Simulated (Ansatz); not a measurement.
Input file:

```
crystal:
  periodic: [false, false, false]
  atoms:
    - {symbol: N, position_ang: [-0.891349, 0.629033, 1.216841]}
    - {symbol: Si, position_ang: [0.027104, 0.060218, -0.135098]}
    - {symbol: O, position_ang: [1.543755, -0.091777, 0.427399]}
    - {symbol: O, position_ang: [-0.649648, -1.327170, -0.650891]}
    - {symbol: Cl, position_ang: [0.034508, 1.271469, -1.787080]}
    - {symbol: H, position_ang: [-1.437679, 1.476793, 1.067138]}
    - {symbol: H, position_ang: [2.262890, -0.069654, -0.205628]}
    - {symbol: H, position_ang: [-0.797481, -2.006012, 0.011418]}
basis:
  gaussian: {orbitals: def2-TZVPP}
magnetization: {spin_polarized: true, initial_magnetization: 1}
hamiltonian: {xc: pbe0, dispersion: d4}
output: {orbitals: {seedname: orbitals}}
```

Launched as:

```sh
ansatz run in.yaml --threads 4 --pin off --events-out ev --progress --plain --max-ram 10444MiB
```

Geometry: PBE0-D4/def2-TZVP.

Theory: UKS PBE0-D4/def2-TZVPP (Ansatz).

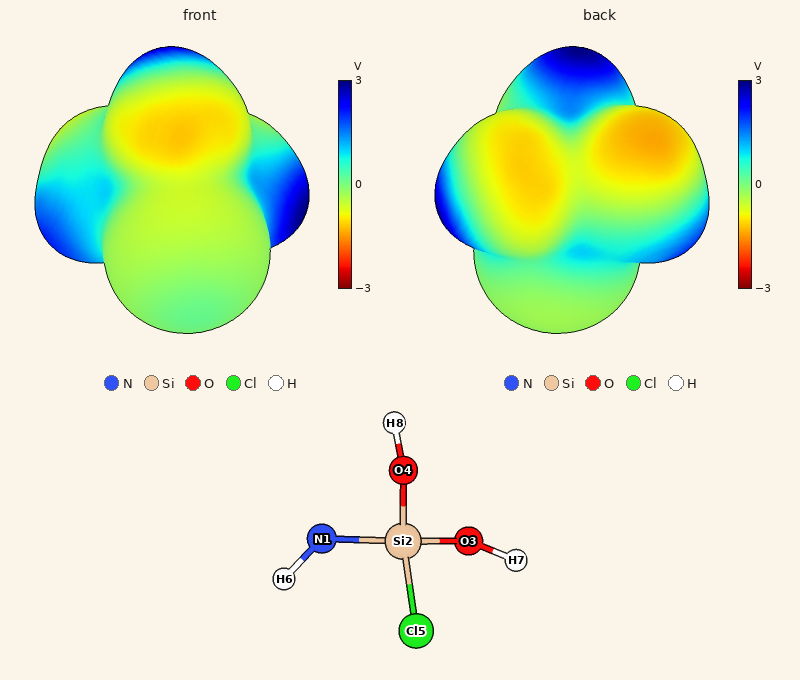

ClH3NO2Si (doublet). The electrostatic potential painted on the density surface at 0.002 e/bohr³, seen from the front and from behind; the colour scale runs from red (negative) to blue (positive). The bare structure is drawn below in the same view.

### Describe the electrostatic potential map.

The most negative region (about −1.4 V, or −32 kcal/mol for a unit charge) lies over N1, the most positive (about +2.9 V, or +67 kcal/mol for a unit charge) over H7 and H8. N1 is the likeliest acceptor of a hydrogen bond.
